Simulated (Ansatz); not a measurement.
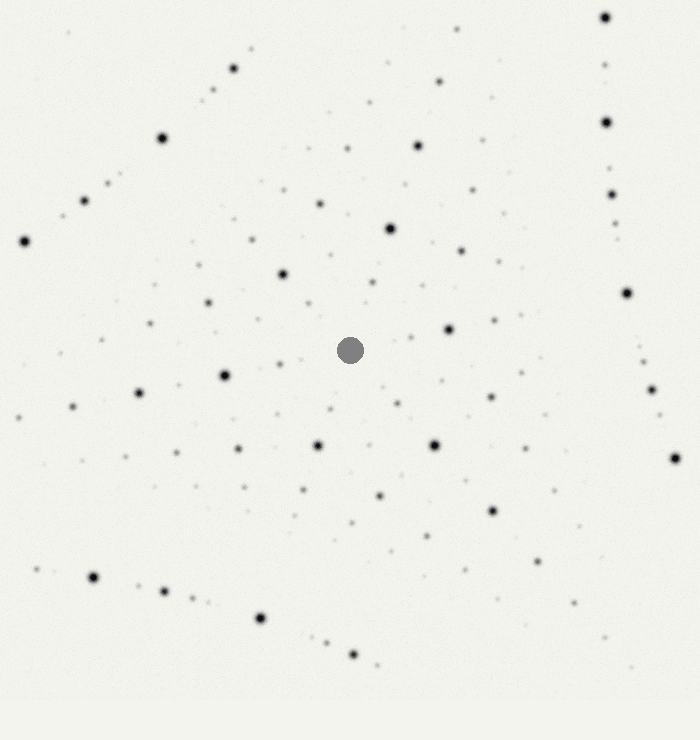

Simulated back-reflection Laue pattern (white X-rays, 0.45 to 2.2 Å, flat plate covering ±45° about the beam, kinematic intensities, seen from the source).

What symmetry does the pattern show?

3m: a threefold axis with three mirror lines.

The crystal is Ta, space group Im-3m (No. 229), a = 3.31 Å. Structure: the input geometry of an electronic-structure calculation (not necessarily at equilibrium).

Which direction points towards the source?

[111] or one equivalent to it by a rotation of the Laue group. In Laue class m-3m no other family of directions with a member of indices 0 and ±1 has this symmetry.
